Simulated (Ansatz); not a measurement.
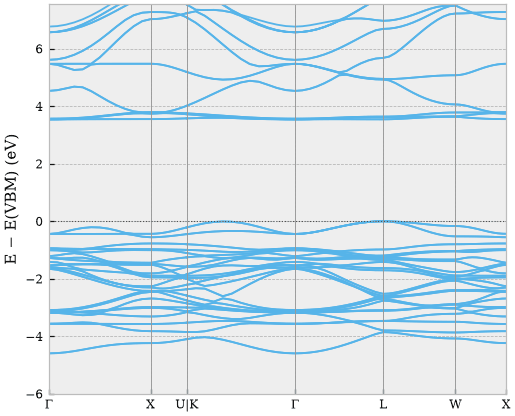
Figure: Band structure from DFT-r²SCAN with spin–orbit coupling in the program Ansatz with PAW potentials

**Question.** Read off the gap and where the band edges lie.

**Answer.** About 3.5 eV (3.54 eV by a search for the band edges); maximum at L, minimum at Γ.

The material is Rb2ScAgCl6 in space group Fm-3m (No. 225; Rb on 8c, Sc on 4a, Ag on 4b, Cl on 24e).

The first step of the workflow began from a Materials Project structure, measured or hypothetical; the Crystallography Open Database copy checked does not list it. Its standing as an ambient phase is unchecked. The r²SCAN relaxation kept the symmetry of its start; its stability against distortions is not shown here. The run is not spin-polarised.

Potentials: the later of the program's two PAW sets.
